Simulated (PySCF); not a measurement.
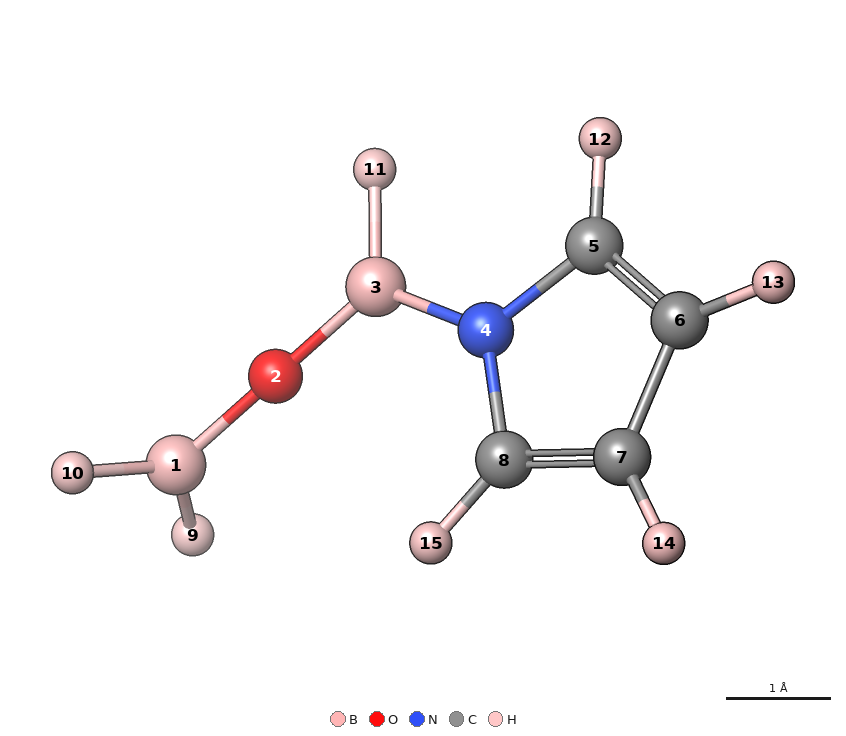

Orthographic view. Distant atoms are faded towards the background colour. The geometry was computed by an optimisation with PBE0-D3(BJ)/def2-SVP. No frequency run is at hand to confirm it as a minimum.

Write a MOL file (V2000) with the atoms in numerical order, bonds sorted by atom number with the orders drawn, and coordinates in the frame of the picture: x right, y up, z towards the viewer, origin at the mean position.

```
C4H7B2NO
                    3D

 15 15  0  0  0  0  0  0  0  0999 V2000
   -2.6900   -0.8700   -1.5200 B   0  0  0  0  0  0  0  0  0  0  0  0
   -1.7300   -0.0100   -1.1700 O   0  0  0  0  0  0  0  0  0  0  0  0
   -0.7600    0.8500   -0.8200 B   0  0  0  0  0  0  0  0  0  0  0  0
    0.3000    0.4300    0.0500 N   0  0  0  0  0  0  0  0  0  0  0  0
    1.3400    1.2500    0.4600 C   0  0  0  0  0  0  0  0  0  0  0  0
    2.1700    0.5300    1.2900 C   0  0  0  0  0  0  0  0  0  0  0  0
    1.6100   -0.7900    1.3900 C   0  0  0  0  0  0  0  0  0  0  0  0
    0.4800   -0.8200    0.6300 C   0  0  0  0  0  0  0  0  0  0  0  0
   -2.5300   -1.5400   -2.5200 H   0  0  0  0  0  0  0  0  0  0  0  0
   -3.6800   -0.9400   -0.8400 H   0  0  0  0  0  0  0  0  0  0  0  0
   -0.7700    1.9800   -1.2400 H   0  0  0  0  0  0  0  0  0  0  0  0
    1.4000    2.2800    0.1200 H   0  0  0  0  0  0  0  0  0  0  0  0
    3.0700    0.8900    1.7700 H   0  0  0  0  0  0  0  0  0  0  0  0
    2.0100   -1.6200    1.9600 H   0  0  0  0  0  0  0  0  0  0  0  0
   -0.2300   -1.6200    0.4400 H   0  0  0  0  0  0  0  0  0  0  0  0
  1  2  1  0
  1  9  1  0
  1 10  1  0
  2  3  1  0
  3  4  1  0
  3 11  1  0
  4  5  1  0
  4  8  1  0
  5  6  2  0
  5 12  1  0
  6  7  1  0
  6 13  1  0
  7  8  2  0
  7 14  1  0
  8 15  1  0
M  END
```
